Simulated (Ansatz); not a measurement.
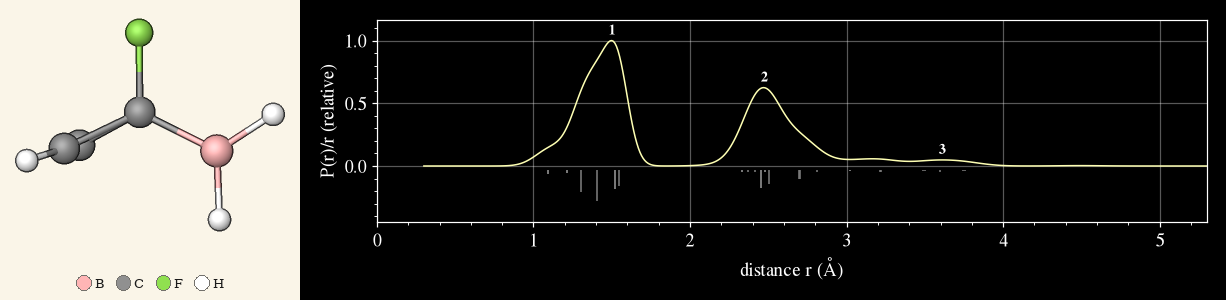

Simulated gas electron diffraction: radial distribution curve of C3H4BF. Each pair of atoms contributes with weight ZᵢZⱼ/r (bars below the curve); damping constant 0.0015 Å²; vibrational amplitudes assumed, not computed: 0.05 Å for bonds, 0.078 Å for bonds to H, 0.06 + 0.015 r up to 0.15 Å for other pairs. The geometry is the end point of an optimisation (Ansatz 0.2.0, RKS revPBE-D4/def2-SVP); it may be a saddle point or a higher isomer. SMILES: BC1(F)C=C1.

Assign the numbered peaks of the radial distribution curve (– bonded, ··· not bonded).

Peak 1, 1.50 Å: F–C 1.41 Å, C–C 1.52 Å (×2), C–B 1.55 Å, not resolved; in its flanks C–C 1.30 Å
Peak 2, 2.47 Å: C···H 2.33–2.48 Å (×6), F···C 2.45–2.46 Å (×2), F···B 2.51 Å, C···B 2.70 Å (×2), not resolved
Peak 3, 3.61 Å: B···H 3.49–3.50 Å (×2), F···H 3.60 Å, C···H 3.74–3.76 Å (×2), not resolved
